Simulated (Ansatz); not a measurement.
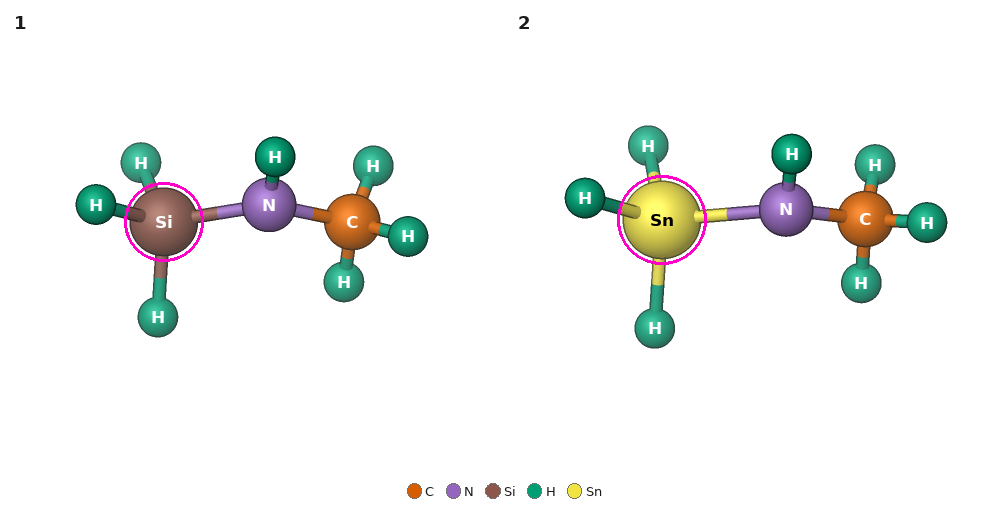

2 molecules with one skeleton, seen from the same side and at one scale; the atom that differs is circled. Each species is neutral and a spin singlet. Computed geometries: PBE0-D4/def2-TZVP optimisations, one conformation each. Properties computed with Ansatz 0.2.0. Elements past Kr carry core potentials.

One atom differs, called X below: Si in panel 1, Sn in panel 2. Their formulas are CH7NSi (`CN[SiH3]`), CH7NSn (`C[NH][SnH3]`).

**In which is the HOMO–LUMO gap larger (ωB97M-V/def2-SVP)?**

In panel 1 (X = Si).

**In which is the HOMO energy (Kohn–Sham orbital) higher (ωB97M-V/def2-SVP)?**

In panel 2 (X = Sn).

Give the values. With PBE0-D4/def2-TZVP: mean length of X–H (Å), length of X–N (Å), smallest angle N–X–H (°), largest angle N–X–H (°). With ωB97M-V/def2-SVP: HOMO energy (Kohn–Sham orbital) (eV), HOMO–LUMO gap (eV).

| quantity | 1 (Si) | 2 (Sn) | 2 − 1 |
| --- | --- | --- | --- |
| mean length of X–H (Å) | 1.490 | 1.709 | +0.219 |
| length of X–N (Å) | 1.716 | 2.028 | +0.312 |
| smallest angle N–X–H (°) | 107.4 | 105.8 | −1.6 |
| largest angle N–X–H (°) | 115.3 | 112.2 | −3.1 |
| HOMO energy (Kohn–Sham orbital) (eV) | −8.95 | −8.61 | +0.34 |
| HOMO–LUMO gap (eV) | 11.82 | 10.68 | −1.14 |
